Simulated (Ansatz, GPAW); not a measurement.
## A 6-layer slab of Cd(0001) in an electric field

Wanted: the out-of-plane polarisability of a 6-layer slab of Cd(0001).

Method: Ansatz plane waves; slab in vacuum with a dipole correction, relaxation, in the first sound run; inputs show where later runs differ, in GPAW 26.7.0 and Ansatz 0.2.0.

## Step 1: The starting structure

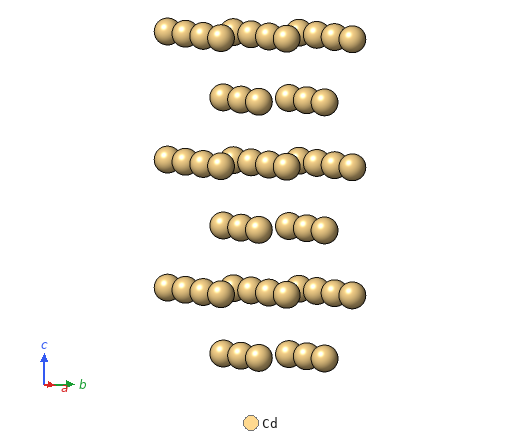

Start, viewed from the side, with the c axis up; cadmium orange. 3×2×1 cells are drawn. Some periodic images of atoms are drawn too.

The cell holds 6 atoms: 6 Cd. Cell: a = 2.980 Å, b = 2.980 Å, c = 32.051 Å, α = 90.0°, β = 90.0°, γ = 60.0°. Vacuum lies along c.

## Step 2: Relaxation

Forces are removed first; all later runs use this geometry. The lowest 3 atoms are held at bulk positions and keep their forces.

File input.yaml:

```yaml
crystal:
  lattice:
    - [2.98, 0.0, 0.0]
    - [1.49, 2.5807557033, 0.0]
    - [0.0, 0.0, 32.0507]
  atoms:
    - { symbol: Cd, position: [0.6666666667, 0.6666666667, 0.2808050994] }
    - { symbol: Cd, position: [0.0, 0.0, 0.3684830597] }
    - { symbol: Cd, position: [0.6666666667, 0.6666666667, 0.4561610199] }
    - { symbol: Cd, position: [0.0, 0.0, 0.5438389801] }
    - { symbol: Cd, position: [0.6666666667, 0.6666666667, 0.6315169403] }
    - { symbol: Cd, position: [0.0, 0.0, 0.7191949006] }
kpoints:
  mp_grid: { grid: [12, 12, 1] }
hamiltonian:
  xc: pbe
scf:
  occupations: { method: fermi_dirac, width: 0.1 }
efield:
  axis: 3
  dipole_correction: true
  ramp_width: 0.05
relax:
  f_tol: 0.02
  max_steps: 60
  constraints: [{ sites: [0, 1, 2] }]
output:
  write_potential: true
  write_density: true
  volumetric_format: npy
```

Command:

```console
> ansatz run input.yaml --threads 4 --pin off --max-ram 8192MiB --backend cpu --events-out ev --progress --plain --runs-dir out
```

Numbers of over 12 decimals in the logs are rounded to 6 here.

What it wrote:

```text
Engine: ansatz 0.2.0, x86_64-unknown-linux-gnu
Pseudopotentials: kind: paw
Pseudopotential: Cd, paw, valence charge 20, recommended cutoff 420 eV (normal), Cd.paw.azcp
Functional definition: PBE
  parameter kappa = 0.804
  parameter beta = 0.066725
  exchange = pbe_x(kappa = kappa, mu = beta*pi^2/3)
  correlation = pbe_c(beta = beta)
Crystal: 6 atoms, lattice volume = 246.491 Å³
Basis set: ecut = 420 eV, 4715 PW (Γ), exchange–correlation on 40×40×432 points (8 copies of the dense FFT grid, shifted against one another)
Bands: 72, of which v1, the nominal top of the filled ones, is band 60 counted from 1 (59 counted from 0)
Symmetry: 6 space group operations
k-points: 19 of 144 (time reversal used)
Non-local potential: Cd, projectors of the file, l = 0: 3, l = 1: 2, l = 2: 2, l = 3: 1
PAW form: soft (Blöchl's): semilocal exchange-correlation on the pseudo side does not see the compensation charge
PAW one-centre angular grid: Cd, 590 points (default); XC on 64 Gauss nodes
Initial density: superposition of atomic densities (neutral atoms: chi_scale 0, normalization atom), corrected by the library's trained network
Initial wavefunctions: pseudopotential atomic-orbital guess
Functional: x = pbe(κ = 0.804, μ = 0.219515), c = pbe(β = 0.066725)
SCF iter   1: F=—  HF=-49526.524742 eV  |F-HF|=—  |Δ(HF+E_count)|=         —  Δρ=1.47e-3  dr2=1.11e-1  ethr=1.77e-3  p=0.000 e·Å  D=2.03e-13 V/Å  ΔV_dip=-0.00 eV  dr2_dipole=8.52e-8  V_vac-E_F(+/−)=3.79/3.79 eV  ⟨swp⟩=9.1  Hψ=5644  notcnv=0  defer=24
efield: sawtooth ramp at fractional position 0.9750 (placed from the atoms, in the widest stretch of the axis that holds none; the zero of the levels goes with the place), width 0.0500; the density the first Hamiltonian is built on has a dipole p = 0.000 e·Å; the dipole correction subtracts the counter field D = 2.03e-13 V/Å, which shifts the + side's vacuum level by -0.00 eV against the − side's; the planar-averaged density in the ramp window peaks in size at 1.9e-5 e/Å³
preconditioner: auto → LDOS  [metal: Δε(μ)=0.125 eV  Ē_g=12.320 eV  σ=0.100 eV  W_gap=0.30  n_scr=24 (ndim 8)  ℏωp=20.1 eV  f_vac=0.457  D(μ)=1.51/eV (n_scr^D=10)  β→1.0]
SCF iter   2: F=—  HF=-49526.517929 eV  |F-HF|=—  |Δ(HF+E_count)|=   6.81e-3  Δρ=1.22e-3  dr2=6.84e-3  ethr=9.22e-5  p=-0.000 e·Å  D=-1.95e-6 V/Å  ΔV_dip=0.00 eV  dr2_dipole=5.66e-8  V_vac-E_F(+/−)=3.81/3.81 eV  ⟨swp⟩=2.2  Hψ=2176  notcnv=0  defer=48
SCF iter   3: F=—  HF=-49526.517201 eV  |F-HF|=—  |Δ(HF+E_count)|=   7.27e-4  Δρ=6.61e-4  dr2=1.61e-3  ethr=5.70e-6  p=0.000 e·Å  D=1.66e-6 V/Å  ΔV_dip=-0.00 eV  dr2_dipole=5.90e-10  V_vac-E_F(+/−)=3.79/3.79 eV  ⟨swp⟩=2.0  Hψ=2181  notcnv=0  defer=48
SCF iter   4: F=—  HF=-49526.516860 eV  |F-HF|=—  |Δ(HF+E_count)|=   3.42e-4  Δρ=5.16e-5  dr2=6.71e-5  ethr=1.34e-6  p=-0.000 e·Å  D=-1.26e-6 V/Å  ΔV_dip=0.00 eV  dr2_dipole=1.16e-9  V_vac-E_F(+/−)=3.80/3.80 eV  ⟨swp⟩=2.4  Hψ=1927  notcnv=0  defer=48
iter 5 did not close the SCF: its close was put off for the readings that it lacked (scf_convergence_deferred on its scf_iter line)
SCF iter   5: F=-49526.516854 eV  HF=-49526.516855 eV  |F-HF|=1.01e-6  |Δ(HF+E_count)|=   4.60e-6  Δρ=2.94e-5  dr2=1.88e-6  ethr=5.59e-8  p=-0.000 e·Å  D=-3.71e-7 V/Å  ΔV_dip=0.00 eV  dr2_dipole=3.53e-11  V_vac-E_F(+/−)=3.80/3.80 eV  ⟨swp⟩=2.1  Hψ=1949  notcnv=0  defer=48
SCF iter   6: F=-49526.516855 eV  HF=-49526.516855 eV  |F-HF|=3.22e-8  |Δ(HF+E_count)|=   9.73e-8  Δρ=6.55e-6  dr2=1.74e-7  ethr=1.57e-9  p=-0.000 e·Å  D=-3.51e-7 V/Å  ΔV_dip=0.00 eV  dr2_dipole=1.15e-11  V_vac-E_F(+/−)=3.80/3.80 eV  ⟨swp⟩=8.1  Hψ=10139  notcnv=0
SCF 1 converged in 6 iterations: F = -49526.516855 eV  dr2 = 1.74e-7
  greatest PAW one-centre occupation: 1.000 electrons in one spin orbital (limit 2), on the Cd atom at site 1 (counted from 0), in its partial waves of l = 0
relax step   1: F+E_penalty+E_count = -49526.51685495 eV  Δ(F+E_penalty+E_count) = +0.000e0 eV  max|allowed force component| = 1.211e-1 eV/Å  Δτ_max = 0.0000 Å  (6 SCF iters, dr2 threshold 1.00e-5 eV, accepted)
Initial density: handed on by an earlier stage of this run
Initial wavefunctions: those handed on with the density
iter 1 solved again at ethr=1.09e-5 eV; its pass at ethr=3.10e-3 eV (dr2=1.31e-2 eV) is discarded
SCF iter   1: F=—  HF=-49526.533283 eV  |F-HF|=—  |Δ(HF+E_count)|=         —  Δρ=2.30e-3  dr2=1.35e-2  ethr=1.09e-5  p=-0.000 e·Å  D=-3.48e-7 V/Å  ΔV_dip=0.00 eV  dr2_dipole=1.36e-3  V_vac-E_F(+/−)=3.82/3.82 eV  ⟨swp⟩=2.0  Hψ=5184  notcnv=0  defer=51
efield: sawtooth ramp at fractional position 0.9750 (handed on by an earlier solve), width 0.0500; the density the first Hamiltonian is built on has a dipole p = -0.000 e·Å; the dipole correction subtracts the counter field D = -3.48e-7 V/Å, which shifts the + side's vacuum level by +0.00 eV against the − side's; the planar-averaged density in the ramp window peaks in size at 1.3e-7 e/Å³
preconditioner: auto → LDOS  [metal: Δε(μ)=0.024 eV  Ē_g=12.309 eV  σ=0.100 eV  W_gap=0.06  n_scr=24 (ndim 8)  ℏωp=20.1 eV  f_vac=0.451  D(μ)=1.58/eV (n_scr^D=10)  β→1.0]
SCF iter   2: F=—  HF=-49526.535493 eV  |F-HF|=—  |Δ(HF+E_count)|=   2.21e-3  Δρ=1.21e-3  dr2=8.80e-3  ethr=1.09e-5  p=0.002 e·Å  D=1.13e-3 V/Å  ΔV_dip=-0.04 eV  dr2_dipole=2.14e-3  V_vac-E_F(+/−)=3.77/3.81 eV  ⟨swp⟩=2.0  Hψ=2213  notcnv=0  defer=51
SCF iter   3: F=—  HF=-49526.534038 eV  |F-HF|=—  |Δ(HF+E_count)|=   1.45e-3  Δρ=2.80e-4  dr2=3.49e-4  ethr=7.33e-6  p=0.000 e·Å  D=1.37e-4 V/Å  ΔV_dip=-0.00 eV  dr2_dipole=1.02e-4  V_vac-E_F(+/−)=3.81/3.81 eV  ⟨swp⟩=2.0  Hψ=2001  notcnv=0  defer=51
SCF iter   4: F=—  HF=-49526.534353 eV  |F-HF|=—  |Δ(HF+E_count)|=   3.15e-4  Δρ=1.28e-4  dr2=3.86e-5  ethr=2.91e-7  p=0.000 e·Å  D=2.19e-4 V/Å  ΔV_dip=-0.01 eV  dr2_dipole=2.25e-6  V_vac-E_F(+/−)=3.80/3.81 eV  ⟨swp⟩=2.1  Hψ=2099  notcnv=0  defer=51
SCF iter   5: F=—  HF=-49526.534342 eV  |F-HF|=—  |Δ(HF+E_count)|=   1.11e-5  Δρ=3.06e-5  dr2=2.51e-6  ethr=3.22e-8  p=0.000 e·Å  D=1.53e-4 V/Å  ΔV_dip=-0.00 eV  dr2_dipole=5.58e-7  V_vac-E_F(+/−)=3.80/3.81 eV  ⟨swp⟩=2.4  Hψ=2361  notcnv=0  defer=51
SCF iter   6: F=-49526.534342 eV  HF=-49526.534342 eV  |F-HF|=3.37e-8  |Δ(HF+E_count)|=   9.98e-8  Δρ=5.79e-6  dr2=5.57e-8  ethr=7.64e-10  p=0.000 e·Å  D=1.54e-4 V/Å  ΔV_dip=-0.00 eV  dr2_dipole=9.84e-9  V_vac-E_F(+/−)=3.80/3.81 eV  ⟨swp⟩=10.0  Hψ=9765  notcnv=0
SCF 2 converged in 6 iterations: F = -49526.534342 eV  dr2 = 5.57e-8
relax step   2: F+E_penalty+E_count = -49526.53434176 eV  Δ(F+E_penalty+E_count) = -1.749e-2 eV  max|allowed force component| = 3.702e-2 eV/Å  Δτ_max = 0.1907 Å  (6 SCF iters, dr2 threshold 9.17e-7 eV, accepted)
SCF iter   1: F=—  HF=-49526.540701 eV  |F-HF|=—  |Δ(HF+E_count)|=         —  Δρ=2.06e-3  dr2=9.85e-3  ethr=8.75e-5  p=0.000 e·Å  D=1.54e-4 V/Å  ΔV_dip=-0.00 eV  dr2_dipole=4.03e-4  V_vac-E_F(+/−)=3.82/3.83 eV  ⟨swp⟩=6.8  Hψ=4110  notcnv=0  defer=54
efield: sawtooth ramp at fractional position 0.9750 (handed on by an earlier solve), width 0.0500; the density the first Hamiltonian is built on has a dipole p = 0.000 e·Å; the dipole correction subtracts the counter field D = 1.54e-4 V/Å, which shifts the + side's vacuum level by -0.00 eV against the − side's; the planar-averaged density in the ramp window peaks in size at 1.4e-7 e/Å³
preconditioner: auto → LDOS  [metal: Δε(μ)=0.059 eV  Ē_g=12.271 eV  σ=0.100 eV  W_gap=0.15  n_scr=24 (ndim 8)  ℏωp=20.1 eV  f_vac=0.446  D(μ)=1.52/eV (n_scr^D=10)  β→1.0]
SCF iter   2: F=—  HF=-49526.542370 eV  |F-HF|=—  |Δ(HF+E_count)|=   1.67e-3  Δρ=1.12e-3  dr2=7.27e-3  ethr=8.21e-6  p=0.001 e·Å  D=8.15e-4 V/Å  ΔV_dip=-0.03 eV  dr2_dipole=1.63e-3  V_vac-E_F(+/−)=3.79/3.82 eV  ⟨swp⟩=2.1  Hψ=2485  notcnv=0  defer=55
SCF iter   3: F=—  HF=-49526.541140 eV  |F-HF|=—  |Δ(HF+E_count)|=   1.23e-3  Δρ=2.52e-4  dr2=2.42e-4  ethr=6.05e-6  p=0.000 e·Å  D=1.52e-5 V/Å  ΔV_dip=-0.00 eV  dr2_dipole=7.29e-5  V_vac-E_F(+/−)=3.82/3.82 eV  ⟨swp⟩=2.1  Hψ=2009  notcnv=0  defer=55
SCF iter   4: F=—  HF=-49526.541162 eV  |F-HF|=—  |Δ(HF+E_count)|=   2.22e-5  Δρ=1.24e-4  dr2=3.89e-5  ethr=2.02e-7  p=0.000 e·Å  D=2.31e-5 V/Å  ΔV_dip=-0.00 eV  dr2_dipole=1.69e-6  V_vac-E_F(+/−)=3.81/3.81 eV  ⟨swp⟩=2.6  Hψ=2151  notcnv=0  defer=55
SCF iter   5: F=—  HF=-49526.541419 eV  |F-HF|=—  |Δ(HF+E_count)|=   2.57e-4  Δρ=2.97e-5  dr2=2.68e-6  ethr=3.24e-8  p=-0.000 e·Å  D=-3.07e-5 V/Å  ΔV_dip=0.00 eV  dr2_dipole=5.47e-7  V_vac-E_F(+/−)=3.82/3.81 eV  ⟨swp⟩=2.2  Hψ=2272  notcnv=0  defer=55
SCF iter   6: F=-49526.541419 eV  HF=-49526.541419 eV  |F-HF|=2.45e-8  |Δ(HF+E_count)|=   3.04e-7  Δρ=5.06e-6  dr2=4.03e-8  ethr=8.33e-11  p=-0.000 e·Å  D=-3.02e-5 V/Å  ΔV_dip=0.00 eV  dr2_dipole=5.21e-9  V_vac-E_F(+/−)=3.82/3.81 eV  ⟨swp⟩=8.0  Hψ=10083  notcnv=0
SCF 3 converged in 6 iterations: F = -49526.541419 eV  dr2 = 4.03e-8
relax step   3: F+E_penalty+E_count = -49526.54141914 eV  Δ(F+E_penalty+E_count) = -7.077e-3 eV  max|allowed force component| = 1.363e-2 eV/Å  Δτ_max = 0.1458 Å  (6 SCF iters, accepted)
SCF iter   1: F=—  HF=-49526.542215 eV  |F-HF|=—  |Δ(HF+E_count)|=         —  Δρ=1.24e-3  dr2=3.54e-3  ethr=2.97e-5  p=-0.000 e·Å  D=-3.02e-5 V/Å  ΔV_dip=0.00 eV  dr2_dipole=1.27e-4  V_vac-E_F(+/−)=3.83/3.83 eV  ⟨swp⟩=5.9  Hψ=3633  notcnv=0  defer=56
efield: sawtooth ramp at fractional position 0.9750 (handed on by an earlier solve), width 0.0500; the density the first Hamiltonian is built on has a dipole p = -0.000 e·Å; the dipole correction subtracts the counter field D = -3.02e-5 V/Å, which shifts the + side's vacuum level by +0.00 eV against the − side's; the planar-averaged density in the ramp window peaks in size at 3.7e-7 e/Å³
preconditioner: auto → LDOS  [metal: Δε(μ)=0.107 eV  Ē_g=12.253 eV  σ=0.100 eV  W_gap=0.25  n_scr=24 (ndim 8)  ℏωp=20.1 eV  f_vac=0.444  D(μ)=1.48/eV (n_scr^D=10)  β→1.0]
SCF iter   2: F=—  HF=-49526.542763 eV  |F-HF|=—  |Δ(HF+E_count)|=   5.48e-4  Δρ=6.53e-4  dr2=2.50e-3  ethr=2.95e-6  p=0.001 e·Å  D=3.68e-4 V/Å  ΔV_dip=-0.01 eV  dr2_dipole=5.24e-4  V_vac-E_F(+/−)=3.81/3.82 eV  ⟨swp⟩=2.1  Hψ=2424  notcnv=0  defer=56
SCF iter   3: F=—  HF=-49526.542352 eV  |F-HF|=—  |Δ(HF+E_count)|=   4.12e-4  Δρ=1.54e-4  dr2=8.29e-5  ethr=2.08e-6  p=-0.000 e·Å  D=-1.57e-4 V/Å  ΔV_dip=0.01 eV  dr2_dipole=1.38e-5  V_vac-E_F(+/−)=3.82/3.82 eV  ⟨swp⟩=2.0  Hψ=1941  notcnv=0  defer=56
SCF iter   4: F=—  HF=-49526.542623 eV  |F-HF|=—  |Δ(HF+E_count)|=   2.71e-4  Δρ=6.71e-5  dr2=1.26e-5  ethr=6.90e-8  p=-0.000 e·Å  D=-1.06e-4 V/Å  ΔV_dip=0.00 eV  dr2_dipole=3.04e-7  V_vac-E_F(+/−)=3.82/3.82 eV  ⟨swp⟩=2.8  Hψ=2229  notcnv=0  defer=56
SCF iter   5: F=—  HF=-49526.542620 eV  |F-HF|=—  |Δ(HF+E_count)|=   3.20e-6  Δρ=1.43e-5  dr2=7.43e-7  ethr=1.05e-8  p=-0.000 e·Å  D=-1.40e-4 V/Å  ΔV_dip=0.00 eV  dr2_dipole=1.12e-7  V_vac-E_F(+/−)=3.82/3.82 eV  ⟨swp⟩=2.0  Hψ=2133  notcnv=0  defer=56
SCF iter   6: F=-49526.542620 eV  HF=-49526.542620 eV  |F-HF|=1.47e-8  |Δ(HF+E_count)|=  6.18e-10  Δρ=3.06e-6  dr2=1.77e-8  ethr=8.33e-11  p=-0.000 e·Å  D=-1.40e-4 V/Å  ΔV_dip=0.00 eV  dr2_dipole=8.49e-10  V_vac-E_F(+/−)=3.82/3.82 eV  ⟨swp⟩=9.8  Hψ=9215  notcnv=0
SCF 4 converged in 6 iterations: F = -49526.542620 eV  dr2 = 1.77e-8
relax step   4: F+E_penalty+E_count = -49526.54262009 eV  Δ(F+E_penalty+E_count) = -1.201e-3 eV  max|allowed force component| = 1.322e-3 eV/Å  Δτ_max = 0.0857 Å  (6 SCF iters, accepted)
NSCF: frozen V_eff on 19 k-points
the band table was solved once a step of the walk had ended and its energy, with any forces and stress, was formed, with the checks that follow a solve (6908 applications of the Hamiltonian). They found nothing against the state; the energy, forces and stress were not computed again (output.eigenvalues in the input reference)
SCF converged after 6 iterations
Free energy (F): -49526.542620 eV
Harris-Foulkes:  -49526.542620 eV  (|F-HF|=1.47e-8)
Internal energy: -49526.493572 eV  (E = F + TS)
E sigma→0 (E₀):  -49526.518096 eV
Entropy (-TS):   -0.049048 eV (-8.175 meV/atom)
Fermi energy:    5.947760 eV
Dipole field:    D = -0.000175 V/Å  (p = -0.000238 e·Å, saw-weighted, corrected)
Work function:   Φ+ = 3.8218 eV   Φ− = 3.8162 eV
Levels:          The Fermi level and band energies are counted from a zero that moves with the ramp; work functions are not
--- Per-component energies (eV) ---
  E_band       = -3415.916196
  E_kinetic    = 3027.846476
  E_local      = -212207.191088  (includes V_loc(G=0)·N_el)
  E_nonlocal   = 191.817381
  E_hartree    = 105066.368596
  E_xc         = -1062.362049
  E_vxc        = -1332.439336  (∫ρ·V_xc dr)
  E_paw        = -24491.663103  (= ΣΔE_a)
  E_vpaw       = -3228.712739  (= ΣTr[D̂ρ^β])
  E_aug_tail   = 0.000085  (compensation charges beyond the density's cutoff)
  E_efield     = 0.000000  (sawtooth field / dipole correction)
  E_vefield    = 0.003087  (∫n·V_field dr)
  E_ewald      = 79948.690129
  E_smearing   = -0.049048  (= −TS)
  E_closure    = -0.000000  (closes the sum)
  Σ components = -49526.542620   (vs F -49526.542620, Δ=0.00e0)
--- Forces (eV/Å), atoms counted from 1 ---
  atom   1  Cd     0.00000000    -0.00000000    -0.11544327
  atom   2  Cd     0.00000000     0.00000000    -0.01773716
  atom   3  Cd     0.00000000    -0.00000000     0.13175652
  atom   4  Cd    -0.00000000     0.00000000    -0.00019244
  atom   5  Cd     0.00000000    -0.00000000     0.00132219
  atom   6  Cd    -0.00000000     0.00000000     0.00024474
  max |Σ_I F_I| component: 4.94e-5 eV/Å
--- Band table (eV; the first three rows and the last of 19) ---
  k-point 0: bands = [... 56 lower, -1.5333, -0.6711, 0.5169, 1.7511, 3.5326, 5.0930, 6.9196, 8.5251, ... 8 higher]
  k-point 1: bands = [... 56 lower, -1.3506, -0.4927, 0.6818, 1.8844, 3.7695, 5.2888, 7.0928, 8.6866, ... 8 higher]
  k-point 2: bands = [... 56 lower, -0.8331, 0.0188, 1.1634, 2.2918, 4.4431, 5.8632, 7.6033, 9.1640, ... 8 higher]
  k-point 18: bands = [... 56 lower, 6.5225, 6.5346, 6.5538, 6.9733, 7.0611, 7.1297, 7.5731, 7.8599, ... 8 higher]
--- Relaxed structure (4 steps of the walk, 4 accepted, 0 SCFs on fresh bases) ---
  F+E_penalty+E_count = -49526.54262009 eV   max|allowed force component| = 1.322e-3 eV/Å
  atoms:
    - { symbol: Cd, position: [0.666667, 0.666667, 0.280805] }
    - { symbol: Cd, position: [0.0, 0.0, 0.368483] }
    - { symbol: Cd, position: [0.666667, 0.666667, 0.456161] }
    - { symbol: Cd, position: [-1.0815003158672958e-18, 2.1630006317345932e-18, 0.548545] }
    - { symbol: Cd, position: [0.666667, 0.666667, 0.641180] }
    - { symbol: Cd, position: [-3.027096765327942e-18, 6.0541935306558865e-18, 0.732368] }
```

It took 18 s on 4 threads of Intel Xeon Platinum 8375C at 2.90GHz (Ice Lake), shared host; peak memory 0.82 GiB; 71 s of CPU time.

Step by step:

```csv
step,energy less that of the first step (eV),largest force component (eV/Å)
1,0.0000,0.1211
2,-0.0175,0.0370
3,-0.0246,0.0136
4,-0.0258,0.0013
```

Forces are held to the 6 operations that the run works with; a distortion that breaks them can't arise in this run.

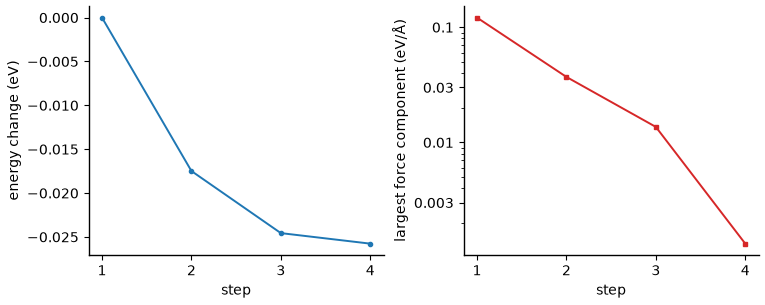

Energy and largest force along the relaxation.

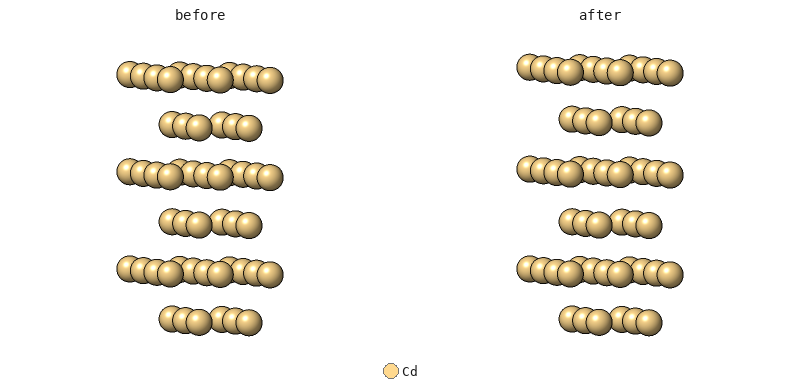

Before and after, at one scale.

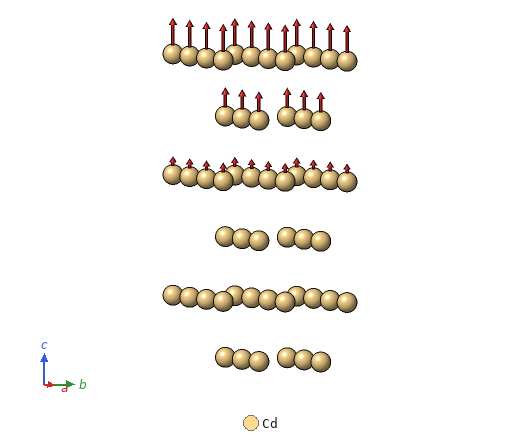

Displacements in the relaxation, exaggerated; the longest in the cell stands for 0.42 Å. 3×2×1 cells are drawn. Some periodic images of atoms are drawn too.

The atoms that moved most (Å):

```csv
atom,dx,dy,dz,length
Cd6,0.000,0.000,0.422,0.422
Cd5,0.000,0.000,0.310,0.310
Cd4,0.000,0.000,0.151,0.151
```

Final coordinates:

```cif
data_structure
_symmetry_space_group_name_H-M 'P 1'
_symmetry_Int_Tables_number 1
_cell_length_a 2.9800
_cell_length_b 2.9800
_cell_length_c 32.0507
_cell_angle_alpha 90.000
_cell_angle_beta 90.000
_cell_angle_gamma 60.000
_cell_volume 246.49
loop_
_atom_site_label
_atom_site_type_symbol
_atom_site_fract_x
_atom_site_fract_y
_atom_site_fract_z
_atom_site_occupancy
Cd1 Cd 0.66667 0.66667 0.28081 1
Cd2 Cd 0.00000 0.00000 0.36848 1
Cd3 Cd 0.66667 0.66667 0.45616 1
Cd4 Cd 0.00000 0.00000 0.54855 1
Cd5 Cd 0.66667 0.66667 0.64118 1
Cd6 Cd 0.00000 0.00000 0.73237 1
```

Numbers from this step:

```
free energy             : -49526.5426 eV
smearing term TS        : 0.04905 eV
symmetry operations     : 6
upper work function     : 3.822 eV
lower work function     : 3.816 eV
dipole along the normal : -2.38e-4 e·Å
dipole field            : -1.75e-4 V/Å
vacuum level above      : 9.770 eV
vacuum level below      : 9.764 eV
```

The electrostatic potential energy of an electron (with the applied field's), less the Fermi level, planar mean oscillates, so the rows of the table below give means over windows of 2.89 Å about each position, cut where the curve ends. Its maxima inside the range that stand out by 2 % of the span (Å: eV): 10.4: 1.12, 13.2: 1.09, 16.2: 1.60, 19.1: 1.63, 22.0: 1.55. Its minima: 9.1: -11.1, 11.9: -11.3, 14.7: -11.2, 17.5: -11.1, 20.5: -11.1, 23.4: -11.0.

The electrostatic potential energy of an electron (with the applied field's), less the Fermi level, planar mean by z; means over each step:

```csv
z (Å),"electrostatic potential energy of an electron (with the applied field's), less the Fermi level, planar mean (eV)"
1.45,3.82
4.33,3.81
7.22,1.18
10.11,-4.99
13.00,-5.10
15.89,-4.30
18.78,-4.26
21.67,-4.42
24.56,-2.12
27.45,3.81
30.34,3.82
```

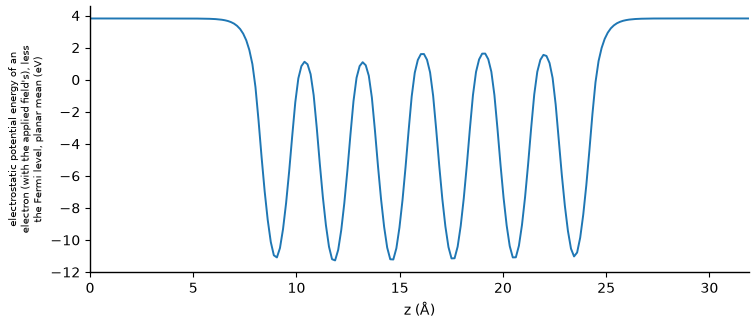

Electrostatic potential energy of an electron (with the applied field's), less the Fermi level, planar mean against z.

[end of part 1 of 3]

[Logs are printed without paths, hosts, clocks, repeated set-up lines and the standing remarks that a program may print on its own settings, such as how far it seeks lower states.]

[Hosts, paths, dates, database ids (printed as entryN), source tags and the programs' standing remarks are cut or masked in the printed files.]
